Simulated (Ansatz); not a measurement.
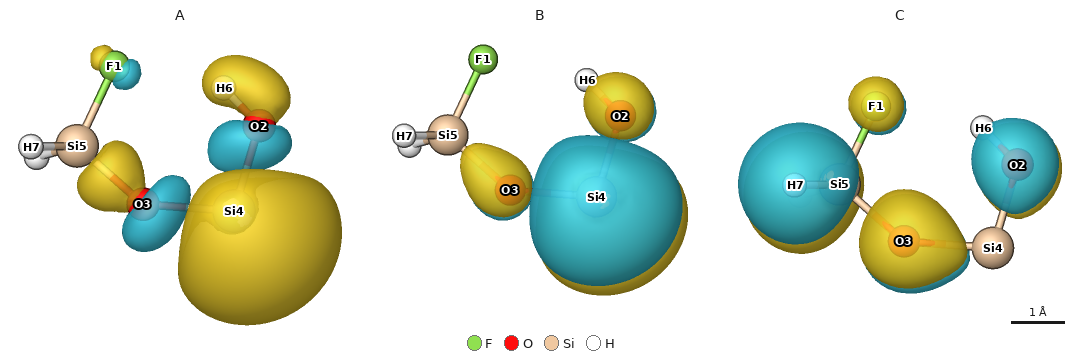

The picture shows: FH$_{3}$O$_{2}$Si$_{2}$ (SMILES O[Si]O[SiH2]F). Three frontier orbitals at ±0.08 Å⁻³ᐟ² (yellow and cyan are the two phases), in no order.

Geometry: PBE0-D3(BJ)/def2-SVP.

The calculation used isolated molecule in a Gaussian basis; Kohn-Sham density functional theory, functional PBE0 (Ansatz 0.2.0).

```yaml
atoms:
  - { symbol: F, position_ang: [-0.3469, 1.5464, 1.0163] }
  - { symbol: O, position_ang: [-2.8640, 2.0040, -0.3898] }
  - { symbol: O, position_ang: [-0.8575, 3.6690, -0.4539] }
  - { symbol: Si, position_ang: [-2.4345, 3.4646, -1.0481] }
  - { symbol: Si, position_ang: [0.2912, 2.9589, 0.4829] }
  - { symbol: H, position_ang: [-2.2414, 1.5202, 0.1740] }
  - { symbol: H, position_ang: [0.5888, 3.7865, 1.6760] }
  - { symbol: H, position_ang: [1.4948, 2.6255, -0.3152] }
```

Which picture is the HOMO−1, the HOMO and the LUMO?

C is the HOMO−1 (−9.43 eV). By Hirshfeld shares it lies mainly on O3 (about 25 %), Si5 (about 20 %), O2 (about 15 %), H7 (about 15 %) and H8 (about 15 %). A is the HOMO (−7.59 eV). Its weight (Hirshfeld) is mainly on Si4 (about 80 %), O2 (about 10 %) and O3 (about 5 %). B is the LUMO (−1.53 eV). Its weight (Hirshfeld) is mainly on Si4 (about 80 %), O2 (about 10 %) and O3 (about 5 %).

What is the HOMO–LUMO gap?

6.06 eV between the orbital energies.
